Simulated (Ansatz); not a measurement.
The parent structure is MgO in the rock salt structure (space group Fm-3m, No. 225; a = 4.214 Å).

The change: the cell is scaled by 1.0200 in all directions, atoms relaxed at fixed cell.

All numbers come from PBEsol, PAW, 420 eV (Ansatz, a quantum-chemistry and plane-wave program; no SOC).

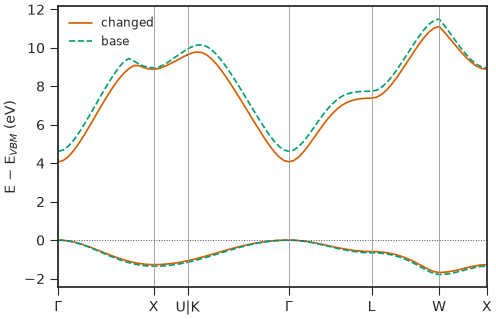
Figure: Highest valence and lowest conduction band along the path, each from its own valence-band maximum

From the figure, how large is the changed gap, and is it direct?

About 4.1 eV, direct at Γ.

The cells carry an imposed strain or load. Whether these cells are dynamically stable was not tested.
